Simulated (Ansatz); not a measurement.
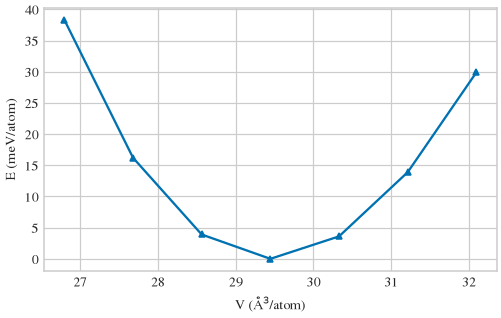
Figure: Y (fcc (Cu type), space group No. 225) under volume change, plane-wave PAW LDA (Ansatz code), scaled uniformly.

Question: What does a third-order Birch–Murnaghan fit give for V₀, B₀ and B′?

Answer: V₀ = 29.44 Å³/atom, B₀ = 45.3 GPa, B′ = 3.3.

Space group Fm-3m (fcc (Cu type)). The workflow started from an entry of the Crystallography Open Database (COD), which files this formula under 2 space groups. It is not the phase usual at ambient conditions (space group No. 194). The LDA relaxation kept the symmetry of its start; its stability against distortions is not shown here. No spin polarisation was allowed.

Potentials: the later of the program's two PAW sets.
